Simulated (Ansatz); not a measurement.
The figure comes from a scan of PbTe (rock salt): one Pb atom of a 2-atom cell moves by u along (1.00, 0.00, 0.00) and v along (0.00, 0.00, 1.00). Calculation: PBE (plane waves to 420 eV, PAW, scalar-relativistic; Ansatz, an electronic-structure program). k mesh 7×7×7 (Γ-centred), Fermi-Dirac smearing 0.05 eV. Fu and Fv are the components of the force on the atom. PbTe was relaxed with its symmetry unable to fall. Spin-orbit coupling is left out, though Pb and Te are heavy. 

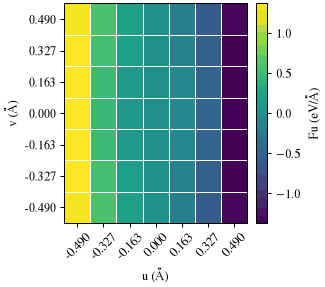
*Fu (eV/Å), one tile a computed point.*

**Question.** Turn the plot into a table (rounded to what can be read).

**Answer.** To the nearest 0.5:

Fu (eV/Å), with u across and v down:

```tsv
v \ u	-0.490	-0.327	-0.163	0.000	0.163	0.327	0.490
-0.490	1.5	0.5	0.0	0.0	0.0	-0.5	-1.5
-0.327	1.5	0.5	0.0	0.0	0.0	-0.5	-1.5
-0.163	1.5	0.5	0.0	0.0	0.0	-0.5	-1.5
0.000	1.5	0.5	0.0	0.0	0.0	-0.5	-1.5
0.163	1.5	0.5	0.0	0.0	0.0	-0.5	-1.5
0.327	1.5	0.5	0.0	0.0	0.0	-0.5	-1.5
0.490	1.5	0.5	0.0	0.0	0.0	-0.5	-1.5
```

(A displaced cell: forces are minus the slopes of the energy, force constants its curvatures, and phonons follow from these.)
